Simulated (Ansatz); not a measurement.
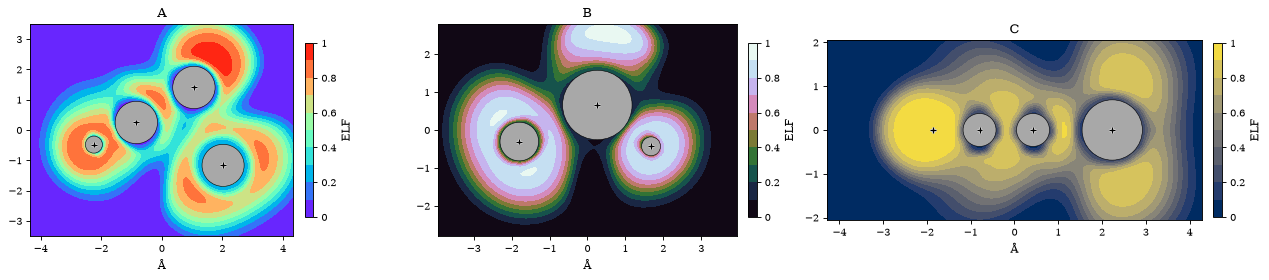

The ELF of 3 systems, each on a plane through atoms (crosses mark nuclei in the plane; grey discs cover the cores).

Theory: isolated molecule in a Gaussian basis; Kohn-Sham density functional theory, functional PBE0 in Ansatz.

System 1: IOSi₂ (SMILES [O-][Si]#[Si]I) (charge −1), the molecular plane. Geometry: PBE-D3(BJ)/def2-SVPD; core potentials replace the inner electrons of I.

| atom | x (Å) | y (Å) | z (Å) |
| --- | --- | --- | --- |
| I | 0.4613 | -0.0808 | 2.3434 |
| O | -0.5690 | -1.3895 | -1.6421 |
| Si | -0.6571 | -0.1648 | -0.6469 |
| Si | -0.8506 | 1.6336 | 0.6475 |

System 2: ClFGaH (SMILES [F][GaH][Cl]) (triplet), the plane of atoms Cl1, Ga3 and F2. Geometry: PBE-D3(BJ)/def2-SVP.

```xyz
4

Cl    0.9973   -0.6975    0.5282
F    -1.6109   -0.1534   -1.7029
Ga   -0.8953    0.3600   -0.1487
H    -1.2050   -1.2709    0.8603
```

System 3: C₂HSe (SMILES C#C[Se-]) (charge −1), a plane that holds the molecular axis. Geometry: PBE0-D4/def2-TZVPD.

```yaml
atoms:
  - { symbol: C, position_ang: [0.0000, 0.0000, -0.7973] }
  - { symbol: C, position_ang: [0.0000, 0.0000, 0.4236] }
  - { symbol: Se, position_ang: [0.0000, 0.0000, 2.2336] }
  - { symbol: H, position_ang: [0.0000, 0.0000, -1.8599] }
```

Q: Which map belongs to which system?

A: Panel A is system 1, IOSi₂: the plane holds I, O and Si. Si–O (1.58 Å): the ELF peaks at about 0.80 between the atoms; a polar covalent bond. Panel B is system 2, ClFGaH: the plane holds Cl, F and Ga. Ga–F (1.79 Å): the ELF peaks at about 0.80 in the valence shell of F, 0.5 Å from its nucleus, and is about 0.20 at the midpoint. Panel C is system 3, C₂HSe: the plane holds C, Se and H. C–C (1.22 Å): the ELF peaks at about 0.85 between the atoms; a multiple bond.
